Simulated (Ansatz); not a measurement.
# H2MoO3S: what the fields show

Input file:

```
crystal:
  periodic: [false, false, false]
  atoms:
    - {symbol: O, position_ang: [-1.367204, -1.102141, 0.124714]}
    - {symbol: Mo, position_ang: [-0.282566, 0.166253, 0.112672]}
    - {symbol: O, position_ang: [1.137619, -0.208364, 1.263446]}
    - {symbol: O, position_ang: [0.348232, 0.439227, -1.622009]}
    - {symbol: S, position_ang: [-1.255759, 1.920573, 0.772644]}
    - {symbol: H, position_ang: [1.281572, -1.085691, 1.629234]}
    - {symbol: H, position_ang: [0.199308, -0.197858, -2.326401]}
basis:
  gaussian: {orbitals: def2-TZVPP}
hamiltonian: {xc: pbe0, dispersion: d4}
output: {orbitals: {seedname: orbitals}}
```

Run with:

```sh
ansatz run in.yaml --threads 4 --pin off --events-out ev --progress --plain --max-ram 10444MiB
```

Geometry: PBE0-D4/def2-TZVP; core potentials replace the inner electrons of Mo.

Level of theory: RKS PBE0-D4/def2-TZVPP in Ansatz.

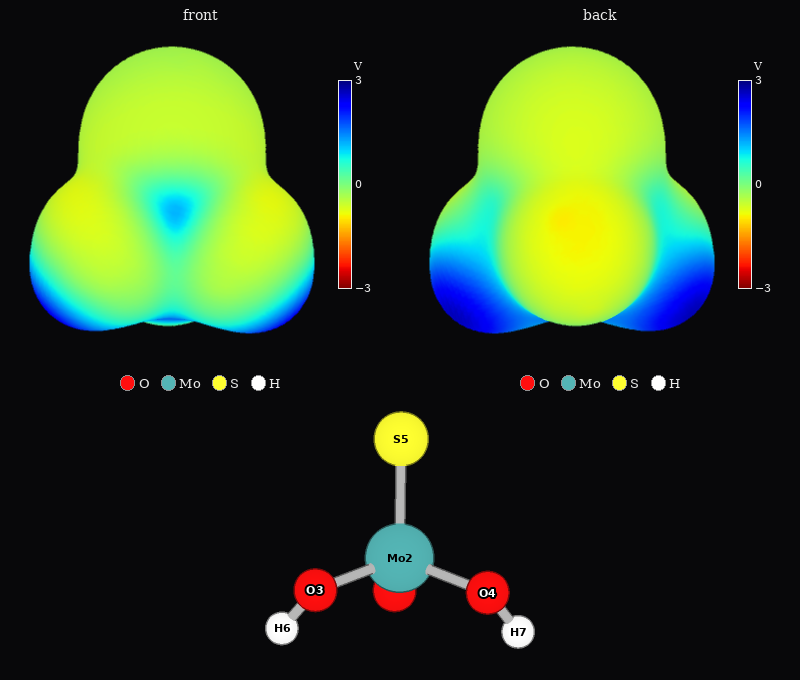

Figure 1. The molecular electrostatic potential painted on the density surface at 0.001 e/bohr³, seen from the front and from behind; red is negative and blue positive. The bare structure is drawn below in the same view.

Which sites attract a positive test charge, and which a negative one?

A positive charge is drawn to the negative regions and a negative charge to the positive ones. The most negative region (about −0.9 V) lies over O1, the most positive (about +2.6 V) over H6 and H7.

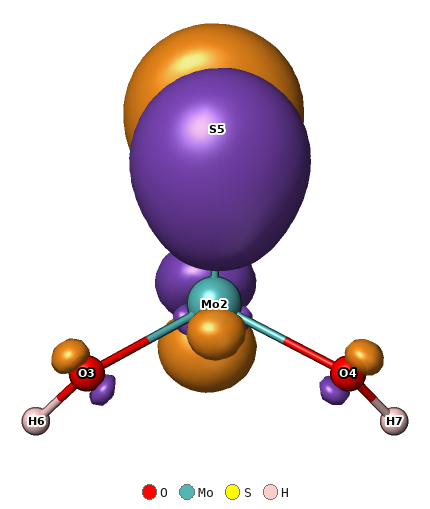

Figure 2. The HOMO at ±0.15 Å⁻³ᐟ² (orange and purple are the two phases), seen across its widest extent.

Where does this orbital lie, and at what energy?

By Hirshfeld shares it lies mainly on S5 (about 70 %), O1 (about 15 %) and Mo2 (about 10 %); largely a lone pair of S5. Its energy is −7.61 eV.

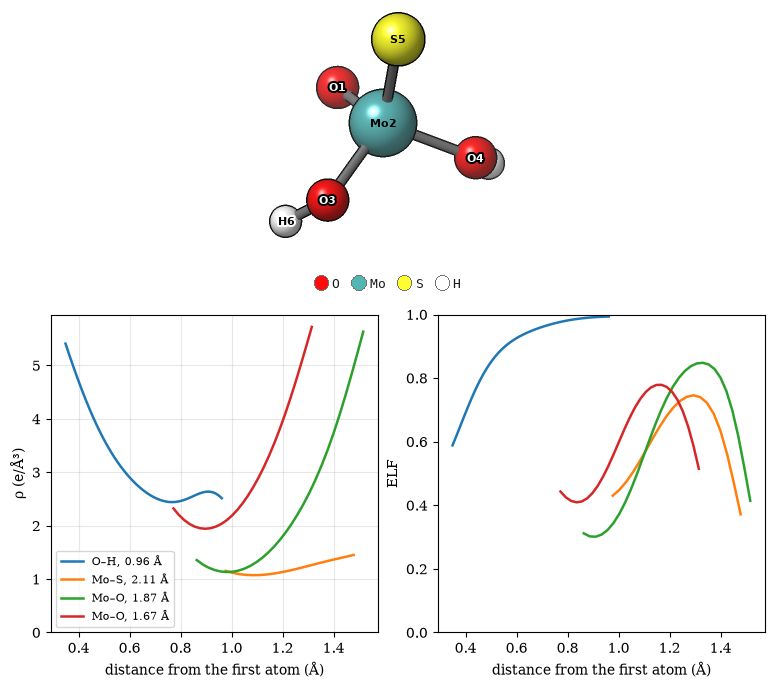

Figure 3. Electron density and ELF along straight lines between neighbouring atoms. The curves leave out the atomic cores. The structure is drawn too.

What can be read from the curves?

O–H (0.96 Å): ρ is about 3.8 e/Å³ halfway; the ELF climbs to about 1 towards the hydrogen, as it does in any bond to H; a covalent bond by its length.
Mo–S (2.11 Å): ρ at the midpoint is about 1.1 e/Å³; the ELF peaks at about 0.75 in the valence shell of S, 0.8 Å from its nucleus, and is about 0.50 at the midpoint.
Mo–O (1.87 Å): ρ is about 1.2 e/Å³ halfway; the ELF peaks at about 0.85 in the valence shell of O, 0.5 Å from its nucleus, and drops to about 0.30 between the two atoms.
Mo–O (1.67 Å): ρ at the midpoint is about 2 e/Å³; the ELF peaks at about 0.80 in the valence shell of O, 0.5 Å from its nucleus, and drops to about 0.40 between the two atoms.
